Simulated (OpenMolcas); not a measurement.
# Excited-state calculation, with input and output: CH6Si (part 3 of 3)

The same run, continued: CH6Si, SMILES [H][Si]([H])([H])C; CASPT2/ANO-L-VTZP (OpenMolcas 26.06). Some settings of this run were made unusual or wrong on purpose. The geometry comes from this level: GFN2-xTB.

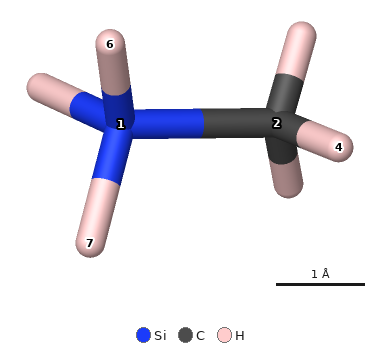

The structure (stick view, seen at a tilt; atoms are numbered from 1 in the order of the input).

What the program printed, continued:
```
********************************************************************************
  CASPT2 EQUATION SOLUTION
--------------------------------------------------------------------------------

  Total nr of CASPT2 parameters:
   Before reduction:     1119746
   After  reduction:     1086937

 Variance of |WF0>:       1.3260031421

 The contributions to the second order correlation energy in atomic units.
-----------------------------------------------------------------------------------------------------------------------------
  IT.      VJTU        VJTI        ATVX        AIVX        VJAI        BVAT        BJAT        BJAI        TOTAL       RNORM
-----------------------------------------------------------------------------------------------------------------------------
   1    -0.000066   -0.000067   -0.000407   -0.006051   -0.002495   -0.005142   -0.031804   -0.093772   -0.139804    0.000351
   2    -0.000067   -0.000067   -0.000406   -0.006050   -0.002496   -0.005143   -0.031809   -0.093776   -0.139813    0.000010
-----------------------------------------------------------------------------------------------------------------------------

  FINAL CASPT2 RESULT:

      Reference energy:        -330.3026422807
      E2 (Non-variational):      -0.1398132585
      Shift correction:          -0.0787377987
      E2 (Variational):          -0.2185510572
      Total energy:            -330.5211933379
      Residual norm:              0.0000002317
      Reference weight:           0.98450

      Contributions to the CASPT2 correlation energy
      Active & Virtual Only:         -0.0055483104
      One Inactive Excited:          -0.0379256472
      Two Inactive Excited:          -0.0963393010

++ Denominators, etc.
--------------------------------------------------------------------------------------------------------------
 Report on small energy denominators, large coefficients, and large energy contributions.
CASE  SYMM ACTIVE-MIX  NON-ACTIVE INDICES          DENOMINATOR     RHS VALUE       COEFFICIENT     CONTRIBUTION
--

   (Skipping property calculation,
    use PROP keyword to activate)
--

++ CASPT2 computation for group   2

********************************************************************************
 Multi-State initialization phase begins for group   2
--------------------------------------------------------------------------------
********************************************************************************
 Compute H0 matrices for state    2
--------------------------------------------------------------------------------
--------------------------------------------------------------------------------
 H0 matrices have been computed.

********************************************************************************
  CASPT2 EQUATION SOLUTION
--------------------------------------------------------------------------------

  Total nr of CASPT2 parameters:
   Before reduction:     1119746
   After  reduction:     1086937

 Variance of |WF0>:       1.2132205704

 The contributions to the second order correlation energy in atomic units.
-----------------------------------------------------------------------------------------------------------------------------
  IT.      VJTU        VJTI        ATVX        AIVX        VJAI        BVAT        BJAT        BJAI        TOTAL       RNORM
-----------------------------------------------------------------------------------------------------------------------------
   1    -0.000512   -0.000093   -0.001130   -0.002564   -0.006380   -0.001467   -0.022663   -0.094156   -0.128966    0.000018
-----------------------------------------------------------------------------------------------------------------------------

  FINAL CASPT2 RESULT:

      Reference energy:        -330.0129173377
      E2 (Non-variational):      -0.1289671332
      Shift correction:          -0.0736972207
      E2 (Variational):          -0.2026643539
      Total energy:            -330.2155816916
      Residual norm:              0.0000001375
      Reference weight:           0.98547

      Contributions to the CASPT2 correlation energy
      Active & Virtual Only:         -0.0025971298
      One Inactive Excited:          -0.0257396918
      Two Inactive Excited:          -0.1006303116

++ Denominators, etc.
--------------------------------------------------------------------------------------------------------------
 Report on small energy denominators, large coefficients, and large energy contributions.
CASE  SYMM ACTIVE-MIX  NON-ACTIVE INDICES          DENOMINATOR     RHS VALUE       COEFFICIENT     CONTRIBUTION
VJTU     1  Mu1.0001  In1.011                       0.24138882      0.00009991     -0.00001905     -0.00000000
VJTU     1  Mu1.0001  In1.012                       0.24131926     -0.00001543      0.00000294     -0.00000000
ATVX     1  Mu1.0001  Se1.015                       0.16195891      0.00700541     -0.00136808     -0.00000958
ATVX     1  Mu1.0001  Se1.016                       0.17207504     -0.00001107      0.00000218     -0.00000000
ATVX     1  Mu1.0001  Se1.017                       0.17208670      0.00000106     -0.00000021     -0.00000000
ATVX     1  Mu1.0001  Se1.018                       0.19573642      0.01081595     -0.00208602     -0.00002256
ATVX     1  Mu1.0001  Se1.019                       0.19799148      0.00003784     -0.00000730     -0.00000000
ATVX     1  Mu1.0001  Se1.020                       0.19800274     -0.00001611      0.00000311     -0.00000000
ATVX     1  Mu1.0001  Se1.021                       0.21950103     -0.00000506      0.00000100     -0.00000000
ATVX     1  Mu1.0001  Se1.022                       0.21952047      0.00000101     -0.00000022     -0.00000000
ATVX     1  Mu1.0001  Se1.023                       0.26953390      0.00000534     -0.00000103     -0.00000000
ATVX     1  Mu1.0001  Se1.024                       0.26956534     -0.00002432      0.00000472     -0.00000000
ATVX     1  Mu1.0001  Se1.025                       0.29780929      0.01759028     -0.00335189     -0.00005896
--

   (Skipping property calculation,
    use PROP keyword to activate)
--

++ CASPT2 computation for group   3

********************************************************************************
 Multi-State initialization phase begins for group   3
--------------------------------------------------------------------------------
********************************************************************************
 Compute H0 matrices for state    3
--------------------------------------------------------------------------------
--------------------------------------------------------------------------------
 H0 matrices have been computed.

********************************************************************************
  CASPT2 EQUATION SOLUTION
--------------------------------------------------------------------------------

  Total nr of CASPT2 parameters:
   Before reduction:     1119746
   After  reduction:     1086937

 Variance of |WF0>:       1.1845261973

 The contributions to the second order correlation energy in atomic units.
-----------------------------------------------------------------------------------------------------------------------------
  IT.      VJTU        VJTI        ATVX        AIVX        VJAI        BVAT        BJAT        BJAI        TOTAL       RNORM
-----------------------------------------------------------------------------------------------------------------------------
   1    -0.000232   -0.001724   -0.000285   -0.006966   -0.010191   -0.001729   -0.013464   -0.094065   -0.128656    0.000397
   2    -0.000232   -0.001724   -0.000285   -0.006966   -0.010196   -0.001729   -0.013466   -0.094070   -0.128670    0.000009
-----------------------------------------------------------------------------------------------------------------------------

  FINAL CASPT2 RESULT:

      Reference energy:        -329.5834263228
      E2 (Non-variational):      -0.1286699346
      Shift correction:          -0.0755616992
      E2 (Variational):          -0.2042316339
      Total energy:            -329.7876579566
      Residual norm:              0.0000002313
      Reference weight:           0.98511

      Contributions to the CASPT2 correlation energy
      Active & Virtual Only:         -0.0020146576
      One Inactive Excited:          -0.0206640821
      Two Inactive Excited:          -0.1059911950

++ Denominators, etc.
--------------------------------------------------------------------------------------------------------------
 Report on small energy denominators, large coefficients, and large energy contributions.
CASE  SYMM ACTIVE-MIX  NON-ACTIVE INDICES          DENOMINATOR     RHS VALUE       COEFFICIENT     CONTRIBUTION
VJTU     1  Mu1.0001  In1.009                       0.28489555     -0.00009635      0.00001907     -0.00000000
VJTU     1  Mu1.0001  In1.010                       0.28464373     -0.00000944      0.00000182     -0.00000000
VJTU     1  Mu1.0001  In1.011                       0.07255023      0.00005638     -0.00001154     -0.00000000
VJTU     1  Mu1.0001  In1.012                       0.07236216     -0.00000235      0.00000048     -0.00000000
ATVX     1  Mu1.0001  Se1.015                       0.01876000      0.00376508     -0.00077673     -0.00000292
ATVX     1  Mu1.0002  Se1.015                       0.28019754      0.00995267     -0.00173080     -0.00001723
ATVX     1  Mu1.0001  Se1.016                       0.03085905     -0.00002091      0.00000437     -0.00000000
ATVX     1  Mu1.0002  Se1.016                       0.29229659     -0.00002943      0.00000529     -0.00000000
ATVX     1  Mu1.0001  Se1.017                       0.03086623      0.00001006     -0.00000208     -0.00000000
ATVX     1  Mu1.0002  Se1.017                       0.29230377      0.00001064     -0.00000195     -0.00000000
ATVX     1  Mu1.0001  Se1.018                       0.04480264      0.01205977     -0.00246071     -0.00002968
ATVX     1  Mu1.0001  Se1.019                       0.07061469      0.00001035     -0.00000210     -0.00000000
ATVX     1  Mu1.0001  Se1.020                       0.07062075      0.00000276     -0.00000056     -0.00000000
ATVX     1  Mu1.0001  Se1.021                       0.05027049     -0.00001284      0.00000263     -0.00000000
ATVX     1  Mu1.0001  Se1.022                       0.05028851      0.00003014     -0.00000616     -0.00000000
ATVX     1  Mu1.0001  Se1.023                       0.09176468     -0.00000015      0.00000003     -0.00000000
ATVX     1  Mu1.0001  Se1.024                       0.09178990      0.00001273     -0.00000249     -0.00000000
ATVX     1  Mu1.0001  Se1.025                       0.12312422      0.00417023     -0.00085139     -0.00000355
ATVX     1  Mu1.0001  Se1.026                       0.15098887     -0.00703707      0.00140408     -0.00000988
ATVX     1  Mu1.0001  Se1.027                       0.16747588     -0.00000143      0.00000028     -0.00000000
ATVX     1  Mu1.0001  Se1.028                       0.16752475      0.00001602     -0.00000310     -0.00000000
ATVX     1  Mu1.0001  Se1.029                       0.19484033      0.00012319     -0.00002387     -0.00000000
ATVX     1  Mu1.0001  Se1.030                       0.19486207     -0.00005789      0.00001121     -0.00000000
ATVX     1  Mu1.0001  Se1.031                       0.19369255      0.00504869     -0.00097975     -0.00000495
ATVX     1  Mu1.0001  Se1.032                       0.23566762     -0.00000314      0.00000064     -0.00000000
ATVX     1  Mu1.0001  Se1.033                       0.23565002     -0.00000269      0.00000053     -0.00000000
ATVX     1  Mu1.0001  Se1.034                       0.25376330      0.00210842     -0.00043783     -0.00000092
ATVX     1  Mu1.0001  Se1.035                       0.27931571      0.00001161     -0.00000217     -0.00000000
ATVX     1  Mu1.0001  Se1.036                       0.27940124     -0.00000183      0.00000036     -0.00000000
ATVX     1  Mu1.0001  Se1.037                       0.28742585      0.00362047     -0.00072587     -0.00000263
AIVX     1  Mu1.0001  In1.011 Se1.015               0.29026462      0.00000020     -0.00000004     -0.00000000
AIVX     1  Mu1.0001  In1.012 Se1.015               0.29007655      0.00000008     -0.00000002     -0.00000000
--

   (Skipping property calculation,
    use PROP keyword to activate)
--

  Total CASPT2 energies:
::    CASPT2 Root  1     Total energy:   -330.52119334
::    CASPT2 Root  2     Total energy:   -330.21558169
::    CASPT2 Root  3     Total energy:   -329.78765796

++ Multi-State CASPT2 section:
********************************************************************************
  MULTI-STATE CASPT2 SECTION
--------------------------------------------------------------------------------

  Output diagonal energies have been shifted. Add    330.00000000000000

  Effective Hamiltonian matrix (Symmetric):

                1               2               3
   1      -660.52119334
   2         0.00053533   -660.21558169
   3        -0.00058309     -0.00039446   -659.78765796

       Total MS-CASPT2 energies:
::    MS-CASPT2 Root  1     Total energy:   -330.52119474
::    MS-CASPT2 Root  2     Total energy:   -330.21558112
::    MS-CASPT2 Root  3     Total energy:   -329.78765713

       Eigenvectors:
            0.99999815      0.00174988     -0.00079557
           -0.00175062      0.99999804     -0.00092280
            0.00079396      0.00092419      0.99999926

--

  THE ORIGINAL CI ARRAYS ARE NOW MIXED AS LINEAR
  COMBINATIONS, GIVEN BY THE EIGENVECTORS.
  A NEW JOBIPH FILE NAMED 'JOBMIX' IS PREPARED.
********************************************************************************

++ Mixed CI coefficients:
  The CI coefficients for the MIXED state nr.   1
--------------------------------------------------------------------------------
 CI COEFFICIENTS LARGER THAN  5.00E-02
  Occupation of active orbitals, and spin coupling
  of open shells. (u,d: Spin up or down).
  SGUGA info is (Midvert:IsyUp:UpperWalk/LowerWalk)
        Conf  SGUGA info        Occupation    Coefficient         Weight
           1  ( 1:1:   1/   1)   20              0.970791       0.942434
           2  ( 2:1:   1/   1)   ud              0.239371       0.057298

  The CI coefficients for the MIXED state nr.   2
--------------------------------------------------------------------------------
 CI COEFFICIENTS LARGER THAN  5.00E-02
  Occupation of active orbitals, and spin coupling
  of open shells. (u,d: Spin up or down).
  SGUGA info is (Midvert:IsyUp:UpperWalk/LowerWalk)
        Conf  SGUGA info        Occupation    Coefficient         Weight
           1  ( 1:1:   1/   1)   20             -0.237157       0.056243
           2  ( 2:1:   1/   1)   ud              0.947016       0.896839
           3  ( 3:1:   1/   1)   02              0.216604       0.046917

  The CI coefficients for the MIXED state nr.   3
--------------------------------------------------------------------------------
 CI COEFFICIENTS LARGER THAN  5.00E-02
  Occupation of active orbitals, and spin coupling
  of open shells. (u,d: Spin up or down).
  SGUGA info is (Midvert:IsyUp:UpperWalk/LowerWalk)
        Conf  SGUGA info        Occupation    Coefficient         Weight
           2  ( 2:1:   1/   1)   ud             -0.214154       0.045862
           3  ( 3:1:   1/   1)   02              0.976123       0.952815

--

--- Stop Module: caspt2 /rc=_RC_ALL_IS_WELL_ ---
--- Module caspt2 spent 9 seconds ---

.##################.
.# Happy landing! #.
.##################.

    Timing: Wall=23.10 User=21.50 System=1.57
```

This output came from the following input.

Input file:
```
* CH6Si CASPT2

&GATEWAY
 Coord=input.xyz
 Basis=ANO-L-VTZP
 Group=NoSym
 RICD

&SEWARD

&RASSCF
 FileOrb=$CurrDir/step2.RasOrb
 Spin=1
 Nactel=2 0 0
 Inactive=12
 Ras2=2
 CIRoot=3 3 1
 OrbListing=Nothing
 OrbAppear=Compact

&CASPT2
 Multistate=all
 Shift=5
```

File input.xyz:
```
8

Si    -0.001940     0.003040    -0.911630
C      0.002260    -0.003450     0.983790
H     -1.007880     0.045000     1.380680
H      0.551160     0.846440     1.380230
H      0.466040    -0.905320     1.373720
H      1.377200    -0.025270    -1.405730
H     -0.667430     1.214970    -1.396360
H     -0.719410    -1.175410    -1.404700
```

Launch command:
```bash
export MOLCAS_MEM=1860
pymolcas step6.inp > step6.log
```

Outcome:

| quantity | value |
| --- | --- |
| outcome | converged |
| total energy | −330.521195 hartree |
| CASSCF energy | −330.302642 hartree |
| basis functions | 148 |
| hardware | 1 thread of Arm Neoverse V1, 24 GiB of memory available, shared host |
| wall time | 23 s |
| peak memory | 0.28 GiB |

What went wrong:

Some settings of this run were drawn to be unusual or wrong (shift set to 5.0 (from default)). It converged; results that depend on the unusual settings are not reference values.
